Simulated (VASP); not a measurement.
Band structure of SnO (space group P4/nmm). Calculation: PBE GGA, VASP's PBE PAW potentials (set 64) (plane waves; VASP).

The path is coarsely sampled, so an indirect gap can come out somewhat too large. Unless said otherwise, spin-orbit coupling is left out, though it shifts the bands of the heavy elements here.

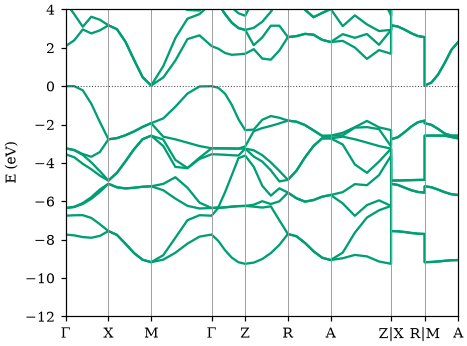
Figure: Bands along high-symmetry lines, zero at the valence-band maximum or, without a gap, the Fermi level

Problem. Read the plot: is there a gap, and where are the band edges?

Solution. The gap is indirect, 0.04 eV, from the valence maximum at Γ-X at 0.20 to the conduction minimum at M.

The structure is a typed SnO crystal (P4/nmm). The cell was not relaxed at this level.
